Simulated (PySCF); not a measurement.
# C2H5BBr− (SMILES C=C[BH2-]Br) at 5 levels

We compute a comparison of 5 runs (HF/pcseg-1, HF/def2-SVP, B3LYP/6-31G*, r2SCAN/6-31G**, PBE0/def2-SVPD) of C2H5BBr−. 

Program for the calculation: PySCF 2.14.0.

### 1 The system as given

C2H5BBr− has 9 atoms, charge -1, and is taken as a singlet. SMILES: `C=C[BH2-]Br`. Geometry: relaxed at GFN2-xTB. This is one conformer, not always the lowest.

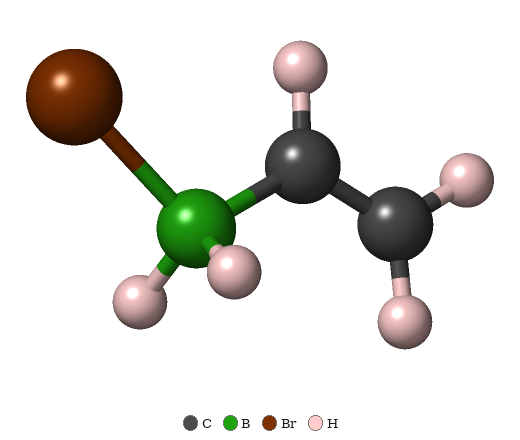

Viewed from a chosen angle; carbon dark grey, boron green, bromine brown, hydrogen pink.

### 2 Energy and gradient at HF/pcseg-1 (run 1)

The input, calc.py:

```python
import pyscf.grad
from pyscf import gto

mol = gto.M(
    atom='''
C      0.299181     2.683449    -0.914703
C      0.941972     0.324579    -0.386147
B     -0.908410    -1.763492     0.807820
Br     1.094265    -5.038520     1.332710
H     -1.591130     3.375429    -0.547170
H      1.582627     4.064064    -1.733295
H      2.887558    -0.209873    -0.822088
H     -1.678965    -1.146157     2.868944
H     -2.627116    -2.289479    -0.606054
''',
    basis='pcseg-1',
    max_memory=1860,
    unit='bohr',
    verbose=3,
    charge=-1,
)

mf = mol.RHF()
mf.conv_tol = 1e-10
mf.kernel()
if not mf.converged:
    mf = mf.newton().run(mf.mo_coeff, mf.mo_occ)

e_final = mf.e_tot
print('E = %.10f Eh' % e_final)
grad = mf.Gradients().kernel()
mf.analyze()
```

Launch:

```console
OMP_NUM_THREADS=1 python calc.py
```

Output:

```text
converged SCF energy = -2675.42592803809
[... 23 lines left out ...]
MO #14  energy= -2.96084972741384  occ= 2
[... 15 lines left out ...]
MO #30  energy= 0.320211598372957  occ= 0
[... 15 lines left out ...]
MO #46  energy= 0.868608709262785  occ= 0
[... 15 lines left out ...]
MO #62  energy= 1.40527771032921   occ= 0
[... 15 lines left out ...]
MO #78  energy= 2.55608439377303   occ= 0
[... 15 lines left out ...]
MO #94  energy= 4.03482340383419   occ= 0
[... 11 lines left out ...]
WARN: System has nonzero charge -1; the dipole moment is origin-dependent.
Location of origin: [0. 0. 0.]

Dipole moment(X, Y, Z, Debye):  0.11607,  6.43319, -2.12073
```

Run time: 15 s. Hardware: 1 thread of Intel Xeon at 2.70GHz, shared host; peak memory 0.2 GiB.

### 3 Energy and gradient at HF/def2-SVP (run 2)

The input, geometry.xyz:

```xyz
9

C      0.158320     1.420020    -0.484040
C      0.498470     0.171760    -0.204340
B     -0.480710    -0.933200     0.427480
Br     0.579060    -2.666270     0.705240
H     -0.841990     1.786200    -0.289550
H      0.837490     2.150610    -0.917220
H      1.528030    -0.111060    -0.435030
H     -0.888470    -0.606520     1.518180
H     -1.390210    -1.211540    -0.320710
```

The input, calc.py:

```python
# C=C[BH2-]Br
import pyscf.grad
from pyscf import gto

system = gto.M(
    atom='geometry.xyz',
    charge=-1,
    basis='def2-svp',
    spin=0,
    max_memory=1860,
    verbose=3,
)

myscf = system.RHF()
myscf.conv_tol = 1e-10
myscf.kernel()
if not myscf.converged:
    myscf = myscf.newton().run(myscf.mo_coeff, myscf.mo_occ)

energy = myscf.e_tot
print(f'total energy: {energy:.8f} hartree')
grad = myscf.Gradients().kernel()
dip = myscf.dip_moment()
pop, q = myscf.mulliken_pop()
```

Launch:

```console
OMP_NUM_THREADS=1 python calc.py
```

Output:

```text
converged SCF energy = -2675.38950238324
total energy: -2675.38950238 hartree
--------------- RHF gradients ---------------
         x                y                z
0 C    -0.0002029406    -0.0082568159     0.0023314046
1 C    -0.0078640840    -0.0012372171     0.0032328636
2 B     0.0091914122    -0.0120783289     0.0016353191
[... 5 lines of this table left out ...]
8 H     0.0059490436     0.0014157267     0.0040887060
----------------------------------------------

WARN: System has nonzero charge -1; the dipole moment is origin-dependent.
[... 2 lines left out ...]
Dipole moment(X, Y, Z, Debye):  0.15525,  6.35342, -2.10591
[... 109 lines left out ...]
charge of    8H =     -0.19912
```

Run time: 10 s. Hardware: 1 thread of Intel Xeon at 2.70GHz, shared host; peak memory 0.21 GiB.

Run 3 isn't shown in full; the table further down has it.

### 4 Energy and gradient at r2SCAN/6-31G(d,p) (spherical functions) (run 4)

The input, input.py:

```python
from pyscf import gto, dft

mol = gto.Mole()
mol.atom = '''
C        0.158320       1.420020      -0.484040
C        0.498470       0.171760      -0.204340
B       -0.480710      -0.933200       0.427480
Br       0.579060      -2.666270       0.705240
H       -0.841990       1.786200      -0.289550
H        0.837490       2.150610      -0.917220
H        1.528030      -0.111060      -0.435030
H       -0.888470      -0.606520       1.518180
H       -1.390210      -1.211540      -0.320710
'''
mol.max_memory = 1860
mol.spin = 0
mol.basis = '6-31g**'
mol.verbose = 3
mol.charge = -1
mol.build()

myscf = dft.RKS(mol, xc='r2scan')
myscf.conv_tol = 1e-10
myscf.grids.level = 5
myscf.kernel()
if not myscf.converged:
    myscf = myscf.newton().run(myscf.mo_coeff, myscf.mo_occ)

energy = myscf.e_tot
print('Final energy', energy)
grad = myscf.nuc_grad_method().kernel()
myscf.analyze()
```

Launch:

```console
OMP_NUM_THREADS=1 python input.py
```

Output:

```text
converged SCF energy = -2677.8814725271
[... 23 lines left out ...]
MO #14  energy= -2.28929893929562  occ= 2
[... 16 lines left out ...]
MO #31  energy= 0.234237843874391  occ= 0
[... 16 lines left out ...]
MO #48  energy= 0.791587600716551  occ= 0
[... 16 lines left out ...]
MO #65  energy= 1.45847380149203   occ= 0
[... 16 lines left out ...]
MO #82  energy= 2.68259631174934   occ= 0
[... 16 lines left out ...]
MO #99  energy= 5.2211202976158    occ= 0
[... 11 lines left out ...]
WARN: System has nonzero charge -1; the dipole moment is origin-dependent.
Location of origin: [0. 0. 0.]

Dipole moment(X, Y, Z, Debye): -0.10668,  6.51734, -2.08943
```

It took 81 s on 1 thread of Intel Xeon at 2.70GHz, shared host; peak memory 0.99 GiB.

### 5 Energy and gradient at PBE0/def2-SVPD (run 5)

The input, run.py:

```python
import pyscf.grad
from pyscf import gto, dft

system = gto.M(
    atom='''
C    0.158320   1.420020  -0.484040
C    0.498470   0.171760  -0.204340
B   -0.480710  -0.933200   0.427480
Br   0.579060  -2.666270   0.705240
H   -0.841990   1.786200  -0.289550
H    0.837490   2.150610  -0.917220
H    1.528030  -0.111060  -0.435030
H   -0.888470  -0.606520   1.518180
H   -1.390210  -1.211540  -0.320710
''',
    charge=-1,
    spin=0,
    max_memory=1860,
    basis='def2-svpd',
    verbose=3,
)

mf = dft.RKS(system, xc='pbe0')
mf.conv_tol = 1e-10
mf.grids.level = 5
mf.kernel()
if not mf.converged:
    mf = mf.newton().run(mf.mo_coeff, mf.mo_occ)

e_final = mf.e_tot
print(f'total energy: {e_final:.8f} hartree')
grad = mf.Gradients().kernel()
dip = mf.dip_moment()
pop, q = mf.mulliken_pop()
```

Launch:

```console
OMP_NUM_THREADS=1 python run.py
```

Output:

```text
converged SCF energy = -2677.47634701227
total energy: -2677.47634701 hartree
--------------- RKS gradients ---------------
         x                y                z
0 C     0.0012814443    -0.0158344935     0.0042490601
1 C     0.0007056232     0.0166860104    -0.0049122007
2 B    -0.0027786192    -0.0106726239     0.0044235570
[... 5 lines of this table left out ...]
8 H     0.0061507095     0.0020155141     0.0044312283
----------------------------------------------

WARN: System has nonzero charge -1; the dipole moment is origin-dependent.
[... 2 lines left out ...]
Dipole moment(X, Y, Z, Debye): -0.15506,  6.57513, -2.09182
[... 151 lines left out ...]
charge of    8H =      0.26369
```

Wall time 93 s (1 thread of Intel Xeon at 2.70GHz, shared host); peak memory 1.6 GiB.

### 6 The series

| run | level | integration grid | energy (Eh) | HOMO energy (eV) | LUMO energy (eV) | HOMO–LUMO gap (eV) | wall time |
| --- | --- | --- | --- | --- | --- | --- | --- |
| 1 | HF/pcseg-1 | – | -2675.425928 | -4.52 | 8.71 | 13.23 | 15 s |
| 2 | HF/def2-SVP | – | -2675.389502 | -4.41 | 9.19 | 13.61 | 10 s |
| 3 | B3LYP/6-31G* (spherical functions) | 5 | -2678.003463 | -1.32 | 5.47 | 6.78 | 44 s |
| 4 | r2SCAN/6-31G** (spherical functions) | 5 | -2677.881473 | -0.64 | 4.70 | 5.34 | 81 s |
| 5 | PBE0/def2-SVPD | 5 | -2677.476347 | -1.98 | 4.37 | 6.35 | 93 s |

### 7 Summary of results

| quantity | value |
| --- | --- |
| run 5: total energy | -2677.47635 Eh |
| run 5: HOMO energy | -1.98 eV |
| run 5: LUMO energy | 4.37 eV |
| run 5: HOMO–LUMO gap (to an unbound level, set by the basis) | 6.35 eV |
| run 5: largest force on an atom | 0.895 eV/Å |

In words: The HOMO–LUMO gap runs from 5.34 eV (r2SCAN/6-31G**) to 13.61 eV (HF/def2-SVP). The two ends differ in method and basis. The empty levels of an anion lie above zero and hang on the basis. Totals of different functionals can't be ranked against each other. All runs together took 4 min, the longest 93 s.
